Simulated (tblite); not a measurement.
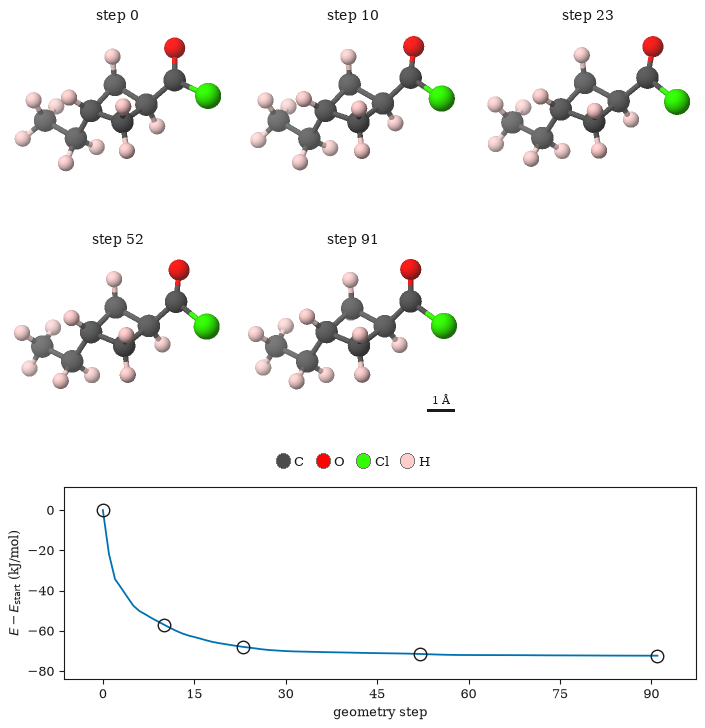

Frames of a relaxation of C7H11ClO, marked on the history of the run. A ball-and-stick model, seen at a tilt.

Computed with GFN2-xTB geometry optimisation, gas phase in tblite. 

What happens along the run?

The atom that moves furthest after the best rigid fit is an H atom (0.59 Å). By element the largest moves are H 0.59 Å, O 0.51 Å, Cl 0.25 Å, C 0.19 Å. Some distances before and after: C–O 1.243 → 1.183 Å, C–C 1.489 → 1.537 Å, C–H 1.134 → 1.087 Å, C–C 1.501 → 1.548 Å. Among the angles between lasting bonds that change: C–C–Cl 120.9° → 110.8°, C–C–O 119.5° → 129.5°, C–C–C 106.5° → 111.9°. Groups turn about C–C by about 35°. After 91 geometry steps the energy has fallen by 72.3 kJ/mol. From step 0 to 10: O and H atoms move most (0.17 Å), energy −56.9 kJ/mol. From step 10 to 23: H atoms move most (0.25 Å), energy −11.1 kJ/mol. From step 23 to 52: an H atom moves most (0.21 Å), energy −3.54 kJ/mol. From step 52 to 91: the O atom moves most (0.22 Å), energy −0.85 kJ/mol.
